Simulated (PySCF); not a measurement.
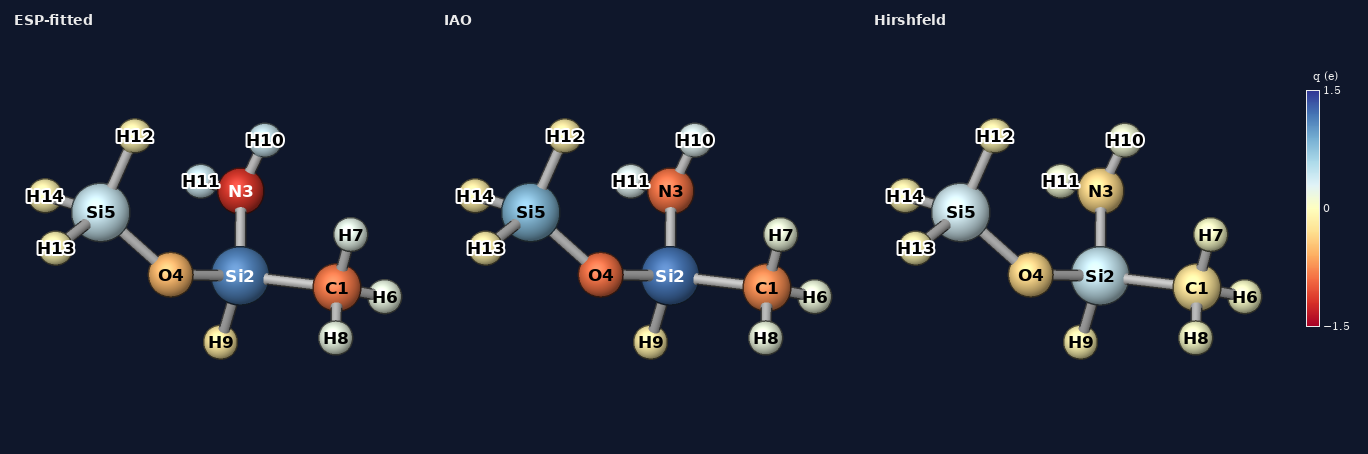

Atomic charges of one calculation by 3 schemes, on one colour scale. The geometry was computed by an optimisation with PBE0-D3(BJ)/def2-SVP. No frequency run is at hand to confirm it as a minimum. Computed with PBE0/aug-cc-pVDZ (PySCF 2.14.0).

On which atom do the schemes disagree most?

Answer. On N3 (from −1.16 to −0.32 e).

List the charges (e), one line for each set of equivalent atoms.

| atom | ESP-fitted | IAO | Hirshfeld |
| --- | --- | --- | --- |
| C1 | −0.84 | −0.75 | −0.22 |
| Si2 | 1.13 | 1.21 | 0.45 |
| N3 | −1.16 | −0.87 | −0.32 |
| O4 | −0.52 | −0.88 | −0.33 |
| Si5 | 0.43 | 0.82 | 0.37 |
| H6 | 0.20 | 0.16 | 0.05 |
| H7 | 0.23 | 0.16 | 0.05 |
| H8 | 0.19 | 0.17 | 0.05 |
| H9 | −0.19 | −0.15 | −0.08 |
| H10 | 0.41 | 0.27 | 0.12 |
| H11 | 0.41 | 0.28 | 0.12 |
| H12 | −0.10 | −0.15 | −0.09 |
| H13 | −0.07 | −0.12 | −0.08 |
| H14 | −0.11 | −0.14 | −0.08 |
